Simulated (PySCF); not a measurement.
**Excited-state calculation, with input and output: CH3OZn**

System: CH3OZn, multiplicity 2, SMILES C[O][Zn].
Method: TDA (PBE0)/ANO-RCC-MB, UKS, sfX2C (PySCF 2.14.0).

The geometry comes from this level: PBE0-D4/def2-TZVP.

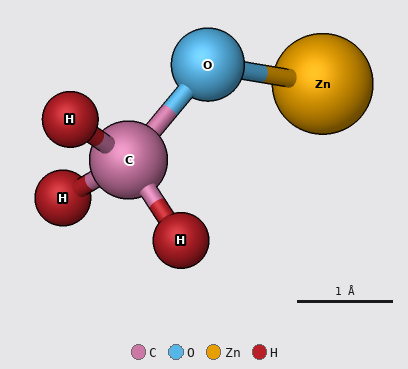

Figure 1. The input geometry (ball-and-stick view, seen at a tilt). Sticks mark near contacts. Bond lengths as drawn: C–H 1.10 Å, C–O 1.40 Å and O–Zn 1.83 Å.

Summary:

```json
{"quantity": "outcome", "value": "converged"}
{"quantity": "total energy", "value": "−1910.610057 hartree"}
{"quantity": "basis functions", "value": "31"}
{"quantity": "⟨S²⟩", "value": "0.755"}
{"quantity": "dipole moment", "value": "1.24 D"}
{"quantity": "lowest excitation", "value": "2.02 eV"}
{"quantity": "hardware", "value": "1 thread of Arm Neoverse V1, 24 GiB of memory available, shared host"}
{"quantity": "wall time", "value": "31 s"}
{"quantity": "peak memory", "value": "0.35 GiB"}
```

Input (job.py):
```python
from pyscf import gto, dft, tdscf

system = gto.Mole()
system.atom = [
    ('C', (0.394500, -0.135200, 0.283000)),
    ('O', (-0.790500, 0.565500, 0.043700)),
    ('Zn', (-1.774400, 0.487500, -1.495600)),
    ('H', (0.266400, -1.226200, 0.243300)),
    ('H', (1.201600, 0.132000, -0.413700)),
    ('H', (0.744500, 0.112300, 1.293100)),
]
system.max_memory = 1860
system.verbose = 3
system.basis = 'ano-rcc-mb'
system.spin = 1
system.build()

mf = dft.UKS(system)
mf.xc = 'pbe0'
mf = mf.sfx2c1e()
mf.grids.level = 4
mf.conv_tol = 1e-10
mf.kernel()
if not mf.converged:
    mf = mf.newton().run(mf.mo_coeff, mf.mo_occ)

etot = mf.e_tot
print('Final energy', etot)

td = tdscf.TDA(mf)
td.nstates = 3
td.kernel()
td.analyze()
roots = td.e * 27.211386
osc = td.oscillator_strength()
print('state   eV      nm      f')
for i, (w, f) in enumerate(zip(roots, osc), 1):
    print('%3d %9.4f %8.1f %9.5f' % (i, w, 1239.842 / w, f))
```

Command:
```bash
OMP_NUM_THREADS=1 python job.py
```

What the program printed:
```
WARN: HOMO -0.181099735078188 >= LUMO -0.181099735078191

converged SCF energy = -1910.61005693743  <S^2> = 0.75537579  2S+1 = 2.0053686
Final energy -1910.6100569374307
Excitation energies (eV)
[2.0216865  2.87052149 4.16180346]

** Excitation energies and oscillator strengths **
state   eV      nm      f
  1    2.0217    613.3   0.00154
  2    2.8705    431.9   0.05632
  3    4.1618    297.9   0.10801
```

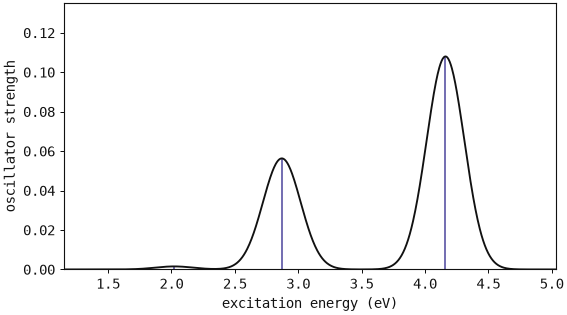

Figure 2. Computed excitations as sticks (degenerate states added up, dark ones marked on the axis), with a Gaussian envelope of 0.35 eV full width at half maximum, scaled to the tallest. Of the 3 states the lowest lies at 2.02 eV (f = 0.002); the strongest line is at 4.16 eV, or 298 nm (f = 0.108).
